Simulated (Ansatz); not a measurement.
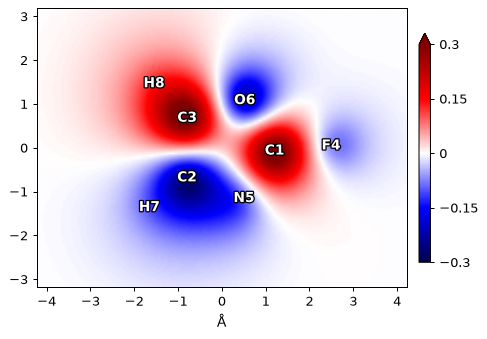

Figure. C₃H₂FNO. The LUMO on a plane 0.8 Å above the molecular plane (values in Å⁻³ᐟ²; the overall sign is arbitrary).

Geometry: r2SCAN-D4/def2-SVP.

Theory: Ansatz, isolated molecule in a Gaussian basis; Kohn-Sham density functional theory, functional PBE0.

```xyz
8

C    -0.5831    1.1150   -0.0827
C    -1.0135    0.7685   -2.0992
C     0.0805    1.5771   -2.0549
F    -0.5299    1.1728    1.2166
N    -1.4318    0.4779   -0.8063
O     0.3641    1.8055   -0.7247
H    -1.5330    0.3724   -2.9708
H     0.7365    2.0513   -2.7791
```

**Where does this orbital lie, and at what energy?**

Its weight (Hirshfeld) is mainly on C3 (about 25 %), C1 (about 20 %), C2 (about 20 %), O6 (about 15 %) and N5 (about 10 %); it changes sign across the molecular plane (π type); π-bonding across C2–N5; π-antibonding (a node) across C1–N5, C1–O6, C2–C3 and C3–O6. Its energy is −0.24 eV.
